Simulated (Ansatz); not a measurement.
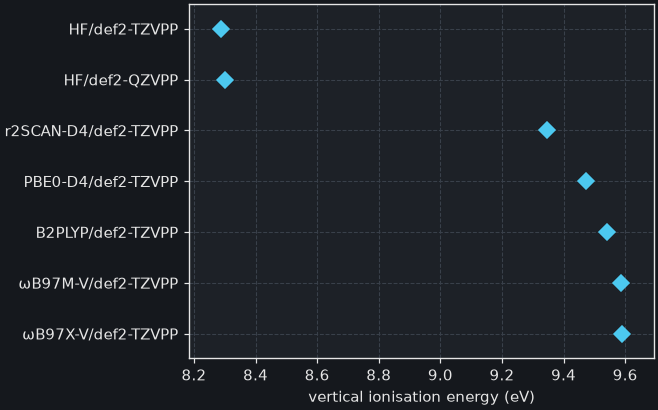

Vertical ionisation energy of CH₅BClN, SMILES NCBCl, taken as the energy of the cation less that of the neutral at fixed geometry (unrestricted doublet cation, cores frozen in correlated methods, no spin-orbit coupling), the Ansatz code, at a PBE0-D4/def2-TZVP geometry (a minimum by its frequencies).

> What range do the values span?

From 8.29 eV (HF/def2-TZVPP) to 9.59 eV (ωB97X-V/def2-TZVPP).

> Give the values.

```tsv
level	eV
HF/def2-TZVPP	8.29
HF/def2-QZVPP	8.30
r2SCAN-D4/def2-TZVPP	9.34
PBE0-D4/def2-TZVPP	9.47
B2PLYP/def2-TZVPP	9.54
ωB97M-V/def2-TZVPP	9.59
ωB97X-V/def2-TZVPP	9.59
```

Limits of at least one run: one conformer of a flexible molecule.
